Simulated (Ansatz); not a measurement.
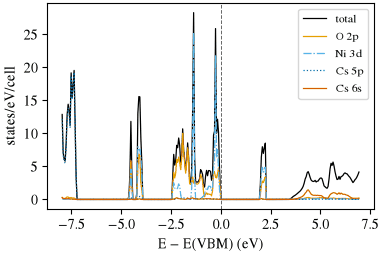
Figure: Total and projected density of states of Cs₂NiO₂ in space group I4/mmm (No. 139; Cs on 4e, Ni on 2a, O on 4e), the program Ansatz at the r²SCAN level (PAW)

Question: Which orbitals carry the states next to the gap?

Answer: Top 1 eV of the valence band: Ni 3d 53 %, O 2p 33 %, Ni 4s 10 %. Bottom 1 eV of the conduction band: Ni 3d 60 %, O 2p 36 %. Projections are on Löwdin-orthogonalised atomic valence shells; empty p or d shells of many metals are not among them.

Question: Where is the tallest occupied peak in this window, and what makes it?

Answer: Near -1.4 eV, about 28 states/eV per cell; the largest projected share is Ni 3d.

The workflow started from a Materials Project entry (that database holds measured and hypothetical structures alike); the Crystallography Open Database copy checked does not list it. Its standing as an ambient phase is unchecked. Symmetry was held in the r²SCAN relaxation; whether a distortion lowers the energy is not shown. Spin order of the final state: ferromagnetic, the only order run, not a proven ground state. The cell computed holds one magnetic atom, so no antiferromagnetic order was within reach. Other orbital occupations within this spin state were not tried. No Hubbard U is applied. Scalar-relativistic: spin–orbit coupling is off unless named, which matters more the heavier the elements.

Potentials: the later of the program's two PAW sets.
